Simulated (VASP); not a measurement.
# MnBi2Te4: convergence with the number of MPI ranks and precision settings

A convergence test on MnBi2Te4: the number of MPI ranks and precision settings. The series runs use PBE. The number of MPI ranks tried: 1 ranks; 2 ranks; 4 ranks; 8 ranks. The precision settings tried: PREC = Low; PREC = Medium; PREC = Normal; PREC = Single; PREC = Accurate; LREAL = Auto; ADDGRID = .TRUE.; LASPH = .FALSE.. The start is a cell from a database of measured crystal structures.

Main program and level: VASP 6.6.1; PBE, spin-polarised from a ferromagnetic start (one magnetic atom a cell); plane waves and PAW (Mn_pv, Bi_d, Te).

### 1. The starting structure

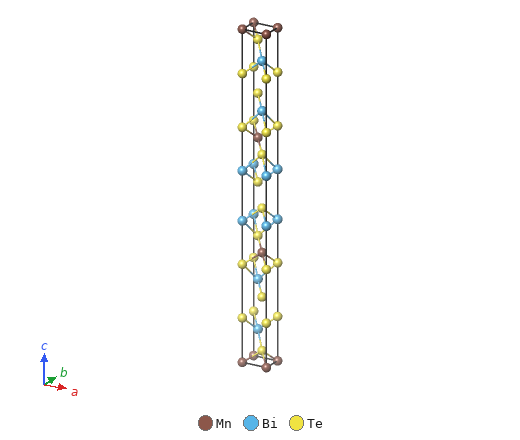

The starting structure, seen slightly off an axis (manganese brown, bismuth blue, tellurium yellow). This picture shows the conventional cell, with its axes. Bonds to atoms that aren't drawn are left out. Some periodic images of atoms are drawn too.

### 2. Number of MPI ranks: 1 ranks

The same run on more MPI ranks shows how well it scales. PBE, the usual starting point, adds the gradient of the density.

File INCAR:

```
SYSTEM = MnBi2Te4
PREC = Accurate
ENCUT = 400
EDIFF = 1E-06
NELM = 100
ISMEAR = -1
SIGMA = 0.05
LREAL = .FALSE.
ALGO = Normal
GGA = PE
NBANDS = 48
ISPIN = 2
MAGMOM = 4 0 0 0 0 0 0
LASPH = .TRUE.
LMAXMIX = 4
LORBIT = 11
LWAVE = .FALSE.
LCHARG = .FALSE.
ISIF = 2
```

File POSCAR:

```
MnBi2Te4
1.0
   -4.3337000000      0.0000000000      0.0000000000
    2.1668500000     -3.7530942924      0.0000000000
    2.1668500000      1.2510314308     13.6367666667
Mn Bi Te
1 2 4
Direct
    0.0000000000      0.0000000000      0.0000000000
    0.8498000000      0.4249000000      0.2747000000
    0.1502000000      0.5751000000      0.7253000000
    0.2666000000      0.1333000000      0.3999000000
    0.7334000000      0.8667000000      0.6001000000
    0.5888000000      0.2944000000      0.8832000000
    0.4112000000      0.7056000000      0.1168000000
```

File KPOINTS:

```
Automatic mesh
0
Gamma
6 6 6
0 0 0
```

The projector-augmented-wave data sets are Mn_pv, Bi_d and Te (PBE family, release 64).

Launch:

```console
mpirun -np 1 vasp_std
```

The program printed:

```text
[banner, memory and clock lines left out]
running    1 mpi-ranks, on    1 nodes
 distrk:  each k-point on    1 cores,    1 groups
 distr:  one band on    1 cores,    1 groups

 POSCAR found type information on POSCAR MnBiTe
 POSCAR found :  3 types and       7 ions
 LDA part: xc-table for (Slater+PW92), standard interpolation
 POSCAR, INCAR and KPOINTS ok, starting setup
 FFT: planning ... GRIDC
 FFT: planning ... GRID_SOFT
 FFT: planning ... GRID
 WAVECAR not read
 entering main loop
       N       E                     dE             d eps       ncg     rms          rms(c)
DAV:   1     0.578975543117E+03    0.57898E+03   -0.26988E+04  6848   0.112E+03
DAV:   2     0.302776048812E+02   -0.54870E+03   -0.52540E+03  6376   0.329E+02
DAV:   3    -0.289523445522E+02   -0.59230E+02   -0.57270E+02  7608   0.124E+02
DAV:   4    -0.315609131686E+02   -0.26086E+01   -0.25959E+01  7136   0.277E+01
DAV:   5    -0.316754555610E+02   -0.11454E+00   -0.11453E+00  8640   0.575E+00    0.123E+01
DAV:   6    -0.314274069633E+02    0.24805E+00   -0.11777E+01  6720   0.212E+01    0.183E+01
DAV:   7    -0.305734324005E+02    0.85397E+00   -0.59615E+00  7120   0.185E+01    0.727E+00
DAV:   8    -0.306044577513E+02   -0.31025E-01   -0.53561E-01  6944   0.357E+00    0.375E+00
DAV:   9    -0.305510824602E+02    0.53375E-01   -0.22910E-01  7104   0.402E+00    0.127E+00
DAV:  10    -0.305758058056E+02   -0.24723E-01   -0.87523E-02  7192   0.125E+00    0.949E-01
DAV:  11    -0.305750633828E+02    0.74242E-03   -0.12679E-02  6944   0.832E-01    0.502E-01
DAV:  12    -0.305757535357E+02   -0.69015E-03   -0.45366E-03  7240   0.419E-01    0.204E-01
DAV:  13    -0.305766173212E+02   -0.86379E-03   -0.15615E-03  7560   0.177E-01    0.903E-02
DAV:  14    -0.305770313000E+02   -0.41398E-03   -0.27039E-04  6992   0.710E-02    0.546E-02
DAV:  15    -0.305771538333E+02   -0.12253E-03   -0.52029E-05  7256   0.350E-02    0.396E-02
DAV:  16    -0.305771900832E+02   -0.36250E-04   -0.16702E-05  6664   0.236E-02    0.223E-02
DAV:  17    -0.305772049303E+02   -0.14847E-04   -0.18751E-05  6872   0.216E-02    0.808E-03
DAV:  18    -0.305772060598E+02   -0.11295E-05   -0.29503E-06  6152   0.762E-03    0.708E-03
DAV:  19    -0.305772061639E+02   -0.10417E-06   -0.13804E-07  4072   0.228E-03
   1 F= -.30577206E+02 E0= -.30577147E+02  d E =-.117880E-03  mag=     5.0004
```

Wall time 4.7 min (1 MPI rank of Intel Xeon 6975P-C (Granite Rapids), shared host); peak memory 0.5 GiB.

Lines that name or quote the potential files are left out of all logs, and their timing lines are given in words.

Parts of OUTCAR (step 2):

```text
ion  position               nearest neighbor table
   1  0.000  0.000  0.000-   6 2.97   7 2.97   7 2.97   6 2.97   6 2.97   7 2.97
   2  0.850  0.425  0.275-   4 3.03   4 3.03   4 3.03   7 3.30   7 3.30   7 3.30
   3  0.150  0.575  0.725-   5 3.03   5 3.03   5 3.03   6 3.30   6 3.30   6 3.30
   4  0.267  0.133  0.400-   2 3.03   2 3.03   2 3.03
   5  0.733  0.867  0.600-   3 3.03   3 3.03   3 3.03
   6  0.589  0.294  0.883-   1 2.97   1 2.97   1 2.97   3 3.30   3 3.30   3 3.30
   7  0.411  0.706  0.117-   1 2.97   1 2.97   1 2.97   2 3.30   2 3.30   2 3.30

  LATTYP: Found a trigonal (rhomboedric) cell.
 ALAT       =    13.8644049164
 COS(alpha) =     0.9511476764

 Subroutine GETGRP returns: Found 12 space group operations
 (whereof 12 operations were pure point group operations)

The static configuration has the point symmetry D_3d.

 Found     32 irreducible k-points:

   k-points           NKPTS =     32   k-points in BZ     NKDIM =     32   number of bands    NBANDS=     48

   dimension x,y,z NGX =    28 NGY =   28 NGZ =   90
   dimension x,y,z NGXF=    56 NGYF=   56 NGZF=  180

   ENCUT  =  400.0 eV  29.40 Ry    5.42 a.u.   7.07  7.07 22.61*2*pi/ulx,y,z

   NELECT =      67.0000    total number of electrons

 k-points in reciprocal lattice and weights: Automatic mesh
   0.00000000  0.00000000  0.00000000       0.005
   0.16666667  0.00000000  0.00000000       0.028
   0.33333333  0.00000000  0.00000000       0.028
   0.50000000  0.00000000  0.00000000       0.014
   0.00000000  0.16666667  0.00000000       0.028
   0.16666667  0.16666667 -0.00000000       0.056
   0.33333333  0.16666667  0.00000000       0.056
   0.00000000  0.33333333  0.00000000       0.028
   0.16666667  0.33333333  0.00000000       0.056
[...]
0.16666667  0.16666667  0.33333333       0.028
   0.00000000  0.00000000  0.50000000       0.005

 average (electrostatic) potential at core
       1 -68.8831       2-105.3042       3-105.3042       4 -88.3626       5 -88.3626
       6 -87.9587       7 -87.9587

 E-fermi :   6.4307

 spin component 1
 k-point     1 :       0.0000    0.0000    0.0000
  band No.  band energies     occupation
    ...
     32       5.3985      1.00000
     33       5.3985      1.00000
     34       5.8617      0.99999
     35       5.8617      0.99999
     36       6.1601      0.99556
     37       6.6714      0.00806
     38       7.5072      0.00000
     39       7.5072      0.00000
     40       7.5149      0.00000
     41       7.6332      0.00000
    ...

 k-point     2 :       0.1667    0.0000    0.0000
  band No.  band energies     occupation
    ...
     32       5.1879      1.00000
     33       5.2083      1.00000
     34       5.3955      1.00000
     35       5.8600      0.99999
     36       5.8886      0.99998
     37       6.9480      0.00003
     38       7.7002      0.00000
     39       7.7928      0.00000
     40       8.1021      0.00000
     41       8.1803      0.00000
    ...

 k-point     3 :       0.3333    0.0000    0.0000
  band No.  band energies     occupation
    ...
     32       3.8755      1.00000
     33       4.6389      1.00000
     34       5.1053      1.00000
     35       5.6370      1.00000
     36       5.8261      0.99999
     37       7.1998      0.00000
     38       7.6021      0.00000
     39       7.9208      0.00000
     40       8.1428      0.00000
     41       8.7256      0.00000
    ...

 k-point     4 :       0.5000    0.0000    0.0000
  band No.  band energies     occupation
    ...
     32       4.1638      1.00000
     33       4.2194      1.00000
     34       4.3098      1.00000
     35       5.3504      1.00000
     36       5.9051      0.99997
     37       7.1075      0.00000
     38       7.3169      0.00000
     39       7.6744      0.00000
     40       8.3722      0.00000
     41       9.0250      0.00000
    ...

 k-point     5 :       0.0000    0.1667    0.0000
  band No.  band energies     occupation
    ...
     32       5.0915      1.00000
     33       5.1311      1.00000
     34       5.1338      1.00000
     35       5.9431      0.99994
     36       6.0067      0.99979
     37       7.2215      0.00000
     38       7.5941      0.00000
     39       7.6810      0.00000
     40       7.9141      0.00000
     41       8.2623      0.00000
    ...

 k-point     6 :       0.1667    0.1667   -0.0000
  band No.  band energies     occupation
    ...
     32       4.3594      1.00000
     33       4.4564      1.00000
     34       5.3047      1.00000
     35       5.7544      1.00000
     36       5.9048      0.99997
     37       7.3186      0.00000
     38       7.7685      0.00000
     39       8.0338      0.00000
     40       8.2705      0.00000
     41       8.6703      0.00000
    ...

  Total        1.2222738      1.2222738      1.1246338      0.0000000      0.0000000      0.0000000
  in kB        8.8291593      8.8291593      8.1238516      0.0000000      0.0000000      0.0000000
  external PRESSURE =       8.5940567 kB  Pullay stress =       0.0000000 kB

  energy-cutoff  :      400.00
  volume of cell :      221.80
      direct lattice vectors                 reciprocal lattice vectors
    -4.333700000  0.000000000  0.000000000    -0.230749706 -0.133223405  0.048887444
     2.166850000 -3.753094292  0.000000000     0.000000000 -0.266446810  0.024443722
     2.166850000  1.251031431 13.636766667     0.000000000  0.000000000  0.073331166

 POSITION                                       TOTAL-FORCE (eV/Angst)
 -----------------------------------------------------------------------------------
      0.00000      0.00000      0.00000         0.000000      0.000000      0.000000
     -2.16685     -1.25103      3.74602        -0.000000      0.000000     -0.366349
      2.16685     -1.25103      9.89075         0.000000     -0.000000      0.366349
      0.00000      0.00000      5.45334         0.000000     -0.000000      0.233995
     -0.00000     -2.50206      8.18342        -0.000000      0.000000     -0.233995
      0.00000     -0.00000     12.04399        -0.000000     -0.000000      0.285350
     -0.00000     -2.50206      1.59277         0.000000      0.000000     -0.285350
 -----------------------------------------------------------------------------------
    total drift:                               -0.000000     -0.000000     -0.000000

  FREE ENERGIE OF THE ION-ELECTRON SYSTEM (eV)
  ---------------------------------------------------
  free  energy   TOTEN  =       -30.5772061639 eV

  energy  without entropy=      -30.5770882836  energy(sigma->0) =      -30.57714722

 total charge
# of ion       s       p       d       tot
------------------------------------------
    1        0.227   6.137   4.911  11.274
    2        1.600   1.138   9.947  12.685
    3        1.600   1.138   9.947  12.685
    4        1.404   1.930   0.026   3.361
    5        1.404   1.930   0.026   3.361
    6        1.371   1.994   0.023   3.389
    7        1.371   1.994   0.023   3.389
--------------------------------------------------
tot          8.978  16.263  24.903  50.144

 magnetization (x)
# of ion       s       p       d       tot
------------------------------------------
    1        0.046   0.029   4.168   4.243
    2        0.005   0.032   0.003   0.040
    3        0.005   0.032   0.003   0.040
    4        0.003   0.038   0.001   0.042
    5        0.003   0.038   0.001   0.042
    6        0.012   0.009   0.006   0.027
    7        0.012   0.009   0.006   0.027
--------------------------------------------------
tot          0.084   0.190   4.187   4.461

[... 6 further parts left out ...]
```

The cell holds one magnetic atom, so no antiferromagnetic order fits into it. Experiment finds antiferromagnetic order in this phase (below 24.5 K, arxiv:2002.07390), so this ferromagnetic run describes another state. The gap is read on the k-mesh alone, so it is an upper bound where the band edges lie off the mesh. Spin-orbit coupling is off here; with elements this heavy it splits and shifts levels by tenths of an eV or more. Direct gaps are counted within one spin. The valence top and the conduction bottom belong to opposite spins.

Numbers from this step:

```
SCF cycles                                        : 19
electrons                                         : 67
bands                                             : 48
irreducible k-points                              : 32
symmetry operations                               : 12
free energy (TOTEN)                               : -30.58 eV
energy at zero smearing                           : -30.58 eV
Fermi energy                                      : 6.431 eV
pressure                                          : 0.8594 GPa
moment of the cell, from the last line of the log : 5.000 μB
metallic                                          : no
valence top at k                                  : 0, 0, 0
conduction bottom at k                            : 0, 0, 0
least direct gap on the k-mesh, within one spin   : 0.5113 eV
gap on the k-mesh                                 : 0.4656 eV
```

Spin moment in the PAW sphere by atom:

```csv
atom,spin moment in the PAW sphere (μB)
Mn1,4.24
Bi2,0.04
Bi3,0.04
Te4,0.04
Te5,0.04
Te6,0.03
Te7,0.03
```

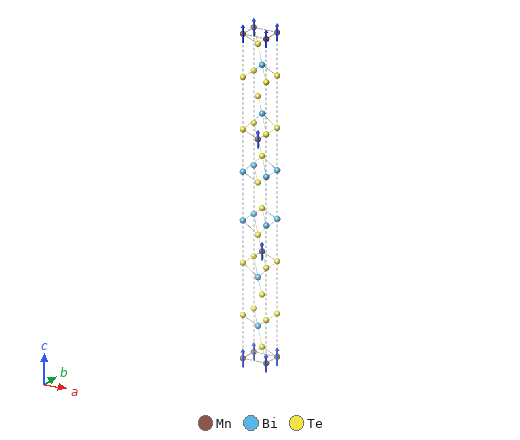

Spin moment in the PAW sphere as arrows, the longest 4.24 μB. Up and down stand for the sign. Arrows give size and sign along the axis of quantisation, drawn up and down the page. Bonds to atoms that aren't drawn are left out. Some periodic images of atoms are drawn too.

The series starts at -4.3682 eV an atom and 0.86 GPa, after 19 cycles in 4.7 min.

### 3. Number of MPI ranks: 2 ranks

Edit INCAR of step 2 so:

```diff
@@ -18,2 +18,3 @@
 LCHARG = .FALSE.
+KPAR = 2
 ISIF = 2
```

POSCAR is that of step 2.

KPOINTS is that of step 2.

Launch:

```console
mpirun -np 2 vasp_std
```

The program printed:

```text
[banner, memory and clock lines left out]
running    2 mpi-ranks, on    1 nodes
[...]
LDA part: xc-table for (Slater+PW92), standard interpolation
 POSCAR, INCAR and KPOINTS ok, starting setup
[...]
entering main loop
       N       E                     dE             d eps       ncg     rms          rms(c)
[... 5 cycles as in an earlier step ...]
DAV:   6    -0.314274069623E+02    0.24805E+00   -0.11777E+01  6720   0.212E+01    0.183E+01
DAV:   7    -0.305734324006E+02    0.85397E+00   -0.59615E+00  7120   0.185E+01    0.727E+00
DAV:   8    -0.306044577514E+02   -0.31025E-01   -0.53561E-01  6944   0.357E+00    0.375E+00
DAV:   9    -0.305510824603E+02    0.53375E-01   -0.22910E-01  7104   0.402E+00    0.127E+00
DAV:  10    -0.305758058054E+02   -0.24723E-01   -0.87523E-02  7192   0.125E+00    0.949E-01
[... 2 cycles as in an earlier step ...]
DAV:  13    -0.305766173211E+02   -0.86379E-03   -0.15615E-03  7560   0.177E-01    0.903E-02
DAV:  14    -0.305770312999E+02   -0.41398E-03   -0.27039E-04  6992   0.710E-02    0.546E-02
[... 3 cycles as in an earlier step ...]
DAV:  18    -0.305772060597E+02   -0.11294E-05   -0.29503E-06  6152   0.762E-03    0.708E-03
DAV:  19    -0.305772061638E+02   -0.10413E-06   -0.13805E-07  4072   0.228E-03
   1 F= -.30577206E+02 E0= -.30577147E+02  d E =-.117880E-03  mag=     5.0004
```

Wall time 2.4 min (2 MPI ranks); peak memory 1 GiB.

Parts of OUTCAR (step 3):

```text
  Total        1.2222738      1.2222738      1.1246338      0.0000000      0.0000000      0.0000000
  in kB        8.8291593      8.8291593      8.1238517      0.0000000      0.0000000      0.0000000
  external PRESSURE =       8.5940567 kB  Pullay stress =       0.0000000 kB

 POSITION                                       TOTAL-FORCE (eV/Angst)
 -----------------------------------------------------------------------------------
      0.00000      0.00000      0.00000        -0.000000      0.000000     -0.000000
     -2.16685     -1.25103      3.74602        -0.000000      0.000000     -0.366349
      2.16685     -1.25103      9.89075        -0.000000     -0.000000      0.366349
      0.00000      0.00000      5.45334        -0.000000     -0.000000      0.233995
     -0.00000     -2.50206      8.18342         0.000000      0.000000     -0.233995
      0.00000     -0.00000     12.04399        -0.000000     -0.000000      0.285350
     -0.00000     -2.50206      1.59277        -0.000000      0.000000     -0.285350
 -----------------------------------------------------------------------------------
    total drift:                               -0.000000     -0.000000     -0.000000

  FREE ENERGIE OF THE ION-ELECTRON SYSTEM (eV)
  ---------------------------------------------------
  free  energy   TOTEN  =       -30.5772061638 eV

  energy  without entropy=      -30.5770882835  energy(sigma->0) =      -30.57714722

[... 3 parts as in an earlier step ...]

[... 1 further part left out ...]
[key lines of the parts left out:]
E-fermi :   6.4307
```

Against the first of the series the energy stays within 0.01 meV an atom and the pressure within 0.01 GPa, after 19 cycles in 2.4 min.

### 4. Number of MPI ranks: 4 ranks

Edit INCAR of step 3 so:

```diff
@@ -18,3 +18,3 @@
 LCHARG = .FALSE.
-KPAR = 2
+KPAR = 4
 ISIF = 2
```

POSCAR is that of step 3.

KPOINTS is that of step 3.

Launch:

```console
mpirun -np 4 vasp_std
```

The program printed:

```text
[banner, memory and clock lines left out]
running    4 mpi-ranks, on    1 nodes
[...]
LDA part: xc-table for (Slater+PW92), standard interpolation
 POSCAR, INCAR and KPOINTS ok, starting setup
[...]
entering main loop
       N       E                     dE             d eps       ncg     rms          rms(c)
[... 5 cycles as in an earlier step ...]
DAV:   6    -0.314274069628E+02    0.24805E+00   -0.11777E+01  6720   0.212E+01    0.183E+01
[... 3 cycles as in an earlier step ...]
DAV:  10    -0.305758058055E+02   -0.24723E-01   -0.87523E-02  7192   0.125E+00    0.949E-01
[... 1 cycle as in an earlier step ...]
DAV:  12    -0.305757535358E+02   -0.69015E-03   -0.45366E-03  7240   0.419E-01    0.204E-01
[... 6 cycles as in an earlier step ...]
DAV:  19    -0.305772061638E+02   -0.10412E-06   -0.13805E-07  4072   0.228E-03
   1 F= -.30577206E+02 E0= -.30577147E+02  d E =-.117880E-03  mag=     5.0004
```

Elapsed: 78 s, on 4 MPI ranks; peak memory 2.1 GiB.

From OUTCAR (step 4):

```text
  Total        1.2222738      1.2222738      1.1246338      0.0000000     -0.0000000      0.0000000
  in kB        8.8291593      8.8291593      8.1238518      0.0000000     -0.0000000      0.0000000
  external PRESSURE =       8.5940568 kB  Pullay stress =       0.0000000 kB

 POSITION                                       TOTAL-FORCE (eV/Angst)
 -----------------------------------------------------------------------------------
      0.00000      0.00000      0.00000         0.000000     -0.000000      0.000000
     -2.16685     -1.25103      3.74602         0.000000      0.000000     -0.366349
      2.16685     -1.25103      9.89075        -0.000000     -0.000000      0.366349
      0.00000      0.00000      5.45334        -0.000000     -0.000000      0.233995
     -0.00000     -2.50206      8.18342        -0.000000      0.000000     -0.233995
      0.00000     -0.00000     12.04399         0.000000     -0.000000      0.285350
     -0.00000     -2.50206      1.59277        -0.000000      0.000000     -0.285350
 -----------------------------------------------------------------------------------
    total drift:                               -0.000000     -0.000000     -0.000000

[... 5 parts as in an earlier step ...]

[... 1 further part left out ...]
[key lines of the parts left out:]
E-fermi :   6.4307
```

Against the first of the series the energy stays within 0.01 meV an atom and the pressure within 0.01 GPa, after 19 cycles in 78 s.

(Part 1 of 3 ends here.)

[Lines on the potential files, build, host, timing and source positions are cut from VASP's logs without a mark.]

[Logs are printed without paths, hosts, clocks, repeated set-up lines and the standing remarks that a program may print on its own settings, such as how far it seeks lower states.]

[Hosts, paths, dates, database ids (printed as entryN), source tags and the programs' standing remarks are cut or masked in the printed files.]

[A measured line is paired with the nearest computed mode of its activity, which favours agreement.]
